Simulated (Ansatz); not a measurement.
A series of calculations on CO$_{4}$

## 1. Relaxation

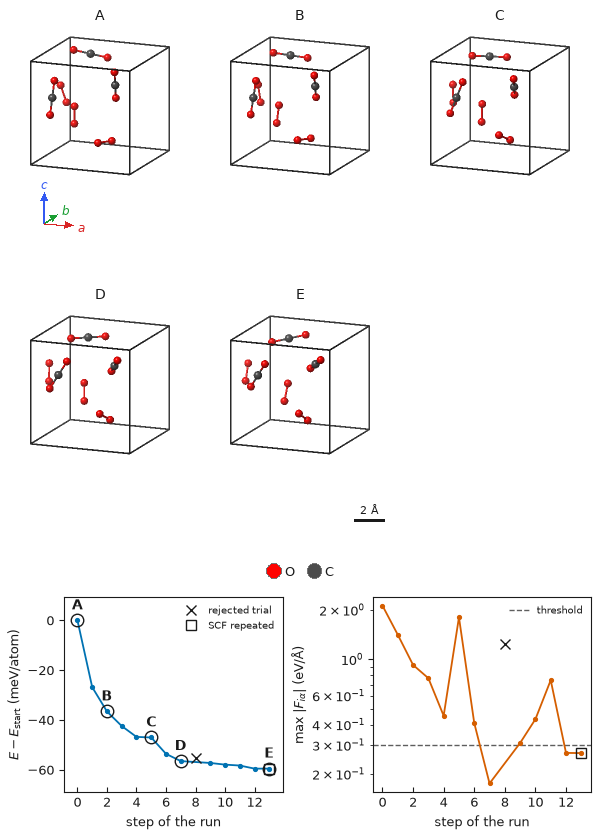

Frames of a relaxation of an amorphous cell of composition CO4, marked on the history of the run. The picture is a ball-and-stick view of the cell of the calculation, seen slightly off an axis.

The cell holds 3 O2 + 3 CO2. The run prepares the start of a later molecular dynamics calculation, from a guessed geometry.

All numbers below come from Ansatz 0.2.0, DFT PBE-D3(BJ), scalar-relativistic, plane waves, PAW.

The input:
```yaml
crystal:
  lattice:
    - [7.197762, 0.0, 0.0]
    - [0.0, 7.197762, 0.0]
    - [0.0, 0.0, 7.197762]
  atoms:
    - { symbol: O, position: [0.2776915, 0.4128385, 0.4956015], spin: 1.0 }
    - { symbol: O, position: [0.2699942, 0.4276425, 0.3233043], spin: 1.0 }
    - { symbol: O, position: [0.0214341, 0.7015993, 0.6074619], spin: 1.0 }
    - { symbol: O, position: [0.0737647, 0.718393, 0.4433149], spin: 1.0 }
    - { symbol: O, position: [0.6512134, 0.0724578, 0.256578], spin: 1.0 }
    - { symbol: O, position: [0.7291494, 0.2267655, 0.2476417], spin: 1.0 }
    - { symbol: C, position: [0.7594568, 0.2360659, 0.7869142] }
    - { symbol: O, position: [0.7828235, 0.1608813, 0.9304985] }
    - { symbol: O, position: [0.7360902, 0.3112505, 0.6433299] }
    - { symbol: C, position: [0.361617, 0.6082328, 0.9658075] }
    - { symbol: O, position: [0.5068826, 0.6731418, 0.927079] }
    - { symbol: O, position: [0.2163513, 0.5433237, 1.004536] }
    - { symbol: C, position: [0.1896883, 0.0723705, 0.6489277] }
    - { symbol: O, position: [0.1770947, 0.0496231, 0.4872517] }
    - { symbol: O, position: [0.202282, 0.095118, 0.8106037] }
magnetization:
  spin_polarized: true
basis:
  ecutwfc: 420.0
kpoints:
  mp_grid: { grid: [1, 1, 1] }
hamiltonian:
  xc: pbe
  dispersion: d3bj
scf:
  occupations: { method: fermi_dirac, width: 0.02 }
  lower_state_search: "off"
relax:
  f_tol: 0.3
  max_steps: 15
  adjacent_minimum: "off"
```

Launched with:
```bash
ansatz run input.yaml --threads 1 --pin off --max-ram 3072MiB --backend cpu --events-out ev --progress --plain --runs-dir out
```

Q: What happens along the run?

A: The largest move is that of O4, 1.41 Å along [−3 −1 0]. Largest moves by element: O 1.41 Å, C 0.42 Å. The cell stays as it was. Near-neighbour distances that change, for instance: O1–O2 1.246 → 1.220 Å, C10–O11 1.179 → 1.170 Å. Over 11 accepted moves (13 points after the start) the energy falls by 59.5 meV per atom. Largest force component: 2.1 eV/Å at the start, 0.27 eV/Å at the end. The line search rejected the trial step at point 8 of the run. 1 step only repeated the SCF at the same geometry. The forces were under the threshold at step 7, but the run went on from there. The run took 48 s on 1 thread of Arm Neoverse V2, on a shared host, peak memory 0.45 GiB. From step 0 to 2: O4 moves most (0.39 Å), energy −36.5 meV per atom. From step 2 to 5: O15 moves most (0.52 Å), energy −10.4 meV per atom. From step 5 to 7: O1 moves most (0.39 Å), energy −9.5 meV per atom. From step 7 to 13: O atoms move most (0.38 Å), energy −3.0 meV per atom.

| step | E − E(0), meV/atom | largest force component, eV/Å | note |
| --- | --- | --- | --- |
| 0 | 0.00 | 2.1225 |  |
| 1 | -26.78 | 1.4113 |  |
| 2 | -36.54 | 0.9235 |  |
| 3 | -42.38 | 0.7668 |  |
| 4 | -46.73 | 0.4527 |  |
| 5 | -46.98 | 1.8011 |  |
| 6 | -53.54 | 0.4087 |  |
| 7 | -56.46 | 0.1751 |  |
| 8 | -55.03 | 1.2464 | rejected |
| 9 | -57.20 | 0.3090 |  |
| 10 | -57.87 | 0.4316 |  |
| 11 | -58.23 | 0.7456 |  |
| 12 | -59.47 | 0.2687 |  |
| 13 | -59.47 | 0.2682 | same geometry, SCF repeated |

Limits of the set-up: the periodic images lie only 7.2 Å apart, so the values are limited by the cell's size.

## 2. Dynamics

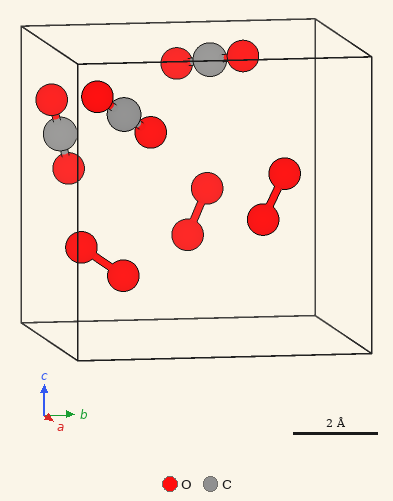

Starting frame of a dynamics run of a periodic cell with 3 O2 + 3 CO2 at 1.015 g/cm³. A ball-and-stick model of the simulation cell, seen slightly off an axis.

The calculation used Ansatz, DFT PBE-D3(BJ), scalar-relativistic, plane waves, PAW.

Input
```yaml
crystal:
  lattice:
    - [7.197762, 0.0, 0.0]
    - [0.0, 7.197762, 0.0]
    - [0.0, 0.0, 7.197762]
  atoms:
    - { symbol: O, position: [0.3518494, 0.56481658, 0.48472596], spin: 0.56 }
    - { symbol: O, position: [0.34260211, 0.50011258, 0.32834497], spin: 0.56 }
    - { symbol: O, position: [-0.11403094, 0.72579113, 0.59837152], spin: 0.56 }
    - { symbol: O, position: [-0.11010959, 0.6518094, 0.44597204], spin: 0.56 }
    - { symbol: O, position: [0.6592925, 0.07766834, 0.33703369], spin: 0.55 }
    - { symbol: O, position: [0.69264723, 0.21380519, 0.24232974], spin: 0.56 }
    - { symbol: C, position: [0.77794159, 0.19992411, 0.79685722] }
    - { symbol: O, position: [0.87273282, 0.09104726, 0.87145925] }
    - { symbol: O, position: [0.68311878, 0.30895407, 0.7219586] }
    - { symbol: C, position: [0.35873301, 0.57271618, 0.91898678] }
    - { symbol: O, position: [0.49340213, 0.65939914, 0.94638823] }
    - { symbol: O, position: [0.22368713, 0.48607517, 0.89107393] }
    - { symbol: C, position: [0.24104226, 0.08602974, 0.66533353] }
    - { symbol: O, position: [0.15201361, 0.13182533, 0.53668386] }
    - { symbol: O, position: [0.33061166, 0.03972997, 0.79333116] }
magnetization:
  spin_polarized: true
basis:
  ecutwfc: 420.0
kpoints:
  mp_grid: { grid: [1, 1, 1] }
hamiltonian:
  xc: pbe
  dispersion: d3bj
scf:
  occupations: { method: fermi_dirac, width: 0.02 }
  lower_state_search: "off"
md:
  timestep: 1
  n_steps: 260
  ensemble: nvt_langevin
  temperature: 250.0
  initial_velocities: maxwell_boltzmann
  seed: 622382
  friction: 0.02
```

Command:
```bash
ansatz run input.yaml --threads 1 --pin off --max-ram 3072MiB --backend cpu --events-out ev --progress --plain --runs-dir out
```

Predict how the run goes.

The mean temperature in the second half is 240 K (standard deviation 61 K). The potential energy in the second half lies on average 18.6 meV per atom above the first frame. In the second half of the run the atoms are, in the root-mean-square, this far from where they began (common drift taken out): O 0.57 Å, C 0.27 Å. The heavy atoms stay within a fraction of a molecule's size of their starting places; so short a run doesn't tell a liquid from a solid.

Along the run (each row but the first and the last is the mean over the interval that it begins):

| time (fs) | potential energy (meV/atom) | T (K) |
| --- | --- | --- |
| 0.0 | 0.0 | 233 |
| 32.0 | 12.5 | 278 |
| 64.0 | 21.7 | 279 |
| 96.0 | 21.0 | 245 |
| 128.0 | 16.7 | 167 |
| 160.0 | 16.9 | 209 |
| 192.0 | 18.9 | 299 |
| 224.0 | 22.2 | 281 |
| 256.0 | 14.4 | 255 |

The paths of the atoms:

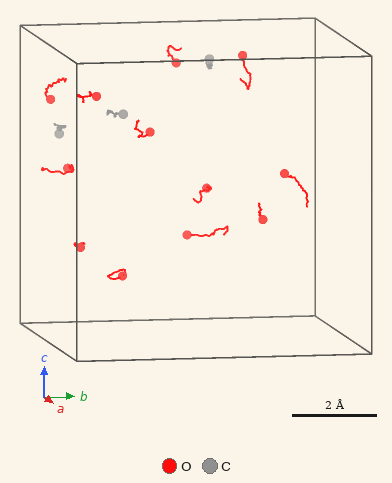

Limits of the set-up: the periodic images lie only 7.2 Å apart, so the values are limited by the cell's size.

Cost: 16 min on 1 thread of Arm Neoverse V2 (shared host), peak memory 0.48 GiB.

## 3. Dynamics

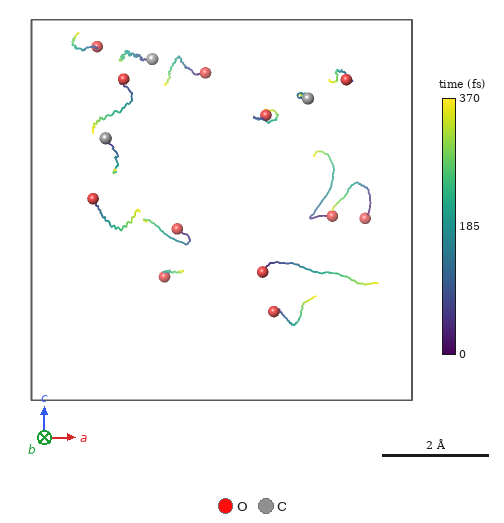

First-principles dynamics of a periodic cell with 3 O2 + 3 CO2 at 1.015 g/cm³, 370 fs long. It starts from the last geometry of an earlier run, with fresh velocities. Lines trace each atom's path, coloured by time; spheres stand at the starting positions. Seen along the b axis in the simulation cell.

The calculation used DFT PBE-D3(BJ), scalar-relativistic, plane waves, PAW in Ansatz 0.2.0. Set-up: plane-wave cutoff 420 eV; k-point mesh 1 × 1 × 1; Fermi-Dirac smearing 0.02 eV; spin collinear; Langevin thermostat (NVT); set temperature 250 K; time step 1 fs; friction 0.005 per fs.

> What do the traces tell about the motion?

In the second half of the run the atoms are, in the root-mean-square, this far from where they began (common drift taken out): O 1.00 Å, C 0.61 Å. The heavy atoms stay within a fraction of a molecule's size of their starting places; so short a run doesn't tell a liquid from a solid. Over the second half the temperature averages 246 K (spread ±40 K). The potential energy in the second half lies on average 4.7 meV per atom above the first frame.

Limits of the set-up: the periodic images lie only 7.2 Å apart, so the values are limited by the cell's size.

Cost: 22 min on 1 thread of Arm Neoverse V2, with other jobs on the host, peak memory 0.49 GiB.
